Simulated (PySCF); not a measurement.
Cl$_{3}$HOTi, SMILES `O[Ti](Cl)(Cl)Cl`.

Level of theory: B3LYP/def2-SVP (PySCF), at a geometry from GFN2-xTB. This is a single-reference result, which may miss multireference character in this system. No frequency check shows the geometry to be a minimum. GFN2-xTB bond lengths at metals and heavier atoms can be off by up to 0.1 Å and shapes distorted, which carries into these values.

Coordinates in Å:

```
O1      -0.0045   -0.0013   -2.0260
Ti2     -0.0004    0.0000   -0.3592
Cl3      0.7305    1.7882    0.5297
Cl4      1.1849   -1.5254    0.5302
Cl5     -1.9123   -0.2621    0.5339
H6      -0.0076   -0.0014   -2.9853
```

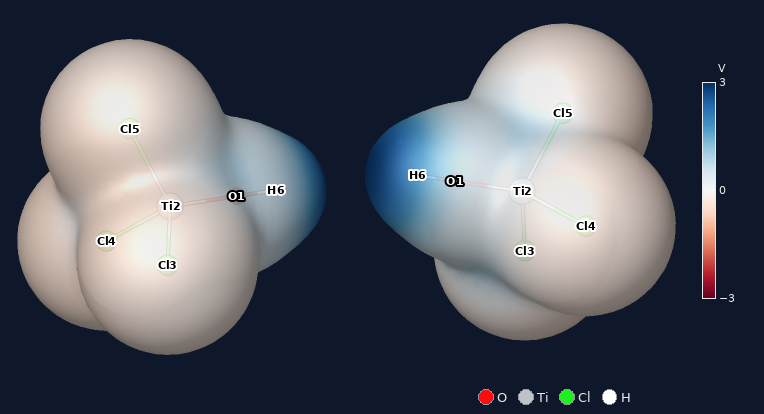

Electrostatic potential on the surface of electron density 0.001 a.u. (back view left, front view right).

**Where are the extremes of the potential on the surface?**

Highest: 2.91 V, 1.2 Å from H6. Further maxima include 0.90 V, off the O1–Ti2 bond (2.2 Å from its atoms), and at like points elsewhere; 0.84 V, off the O1–Ti2 bond (2.2 to 2.3 Å from its atoms). Lowest: −0.47 V, 2.0 Å from Cl3, and at like points elsewhere. The surface is sampled at points, so like sites can differ by a few per cent and only the strongest of them is named.

**What volume does the surface enclose, and what is the dipole moment?**

About 129 Å³; the dipole moment is 3.5 D.
